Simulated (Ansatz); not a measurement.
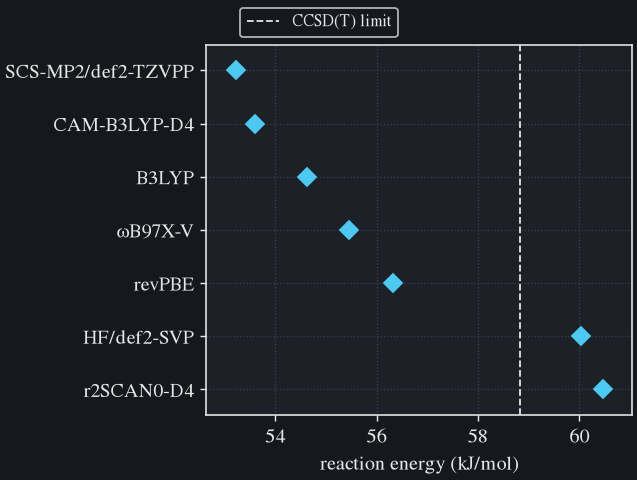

Electronic reaction energy of GeSiH₅Cl ([SiH3][GeH2][Cl]) + H₂O (O) → GeSiH₆O ([OH][GeH2][SiH3]) + HCl (Cl) (SMILES in brackets) at several levels (functionals in def2-TZVPP unless a basis is named), isolated molecules at PBE0-D4 triple-zeta geometries, minima by their frequencies, no zero-point or thermal terms, the Ansatz code. The line is frozen-core CCSD(T) at the basis limit (MP2 extrapolated from triple and quadruple zeta, plus CCSD(T) less MP2 in a smaller set). No dispersion term is added to B3LYP and revPBE. The distance of SCS-MP2/def2-TZVPP and HF/def2-SVP to the limit includes basis error. The limit lies 5.8 kJ/mol from CCSD(T)/def2-TZVPP, so the line itself is uncertain by a part of that.

Which level comes closest to the line (CCSD(T) limit), and which misses most?

Closest HF/def2-SVP (60.0 kJ/mol), against 58.8 kJ/mol; farthest SCS-MP2/def2-TZVPP (53.2 kJ/mol).

What do zero-point energy and temperature add?

Zero-point change −6.8 kJ/mol; at 298.15 K and 1 bar the CCSD(T) limit plus thermal terms gives an enthalpy of reaction of 51.8 and a free energy of 52.8 kJ/mol (harmonic PBE0-D4 modes, ideal gas).

Note: no scalar relativity up to krypton; outer-core shells are correlated without core-valence functions, which makes the correlated values less sure.
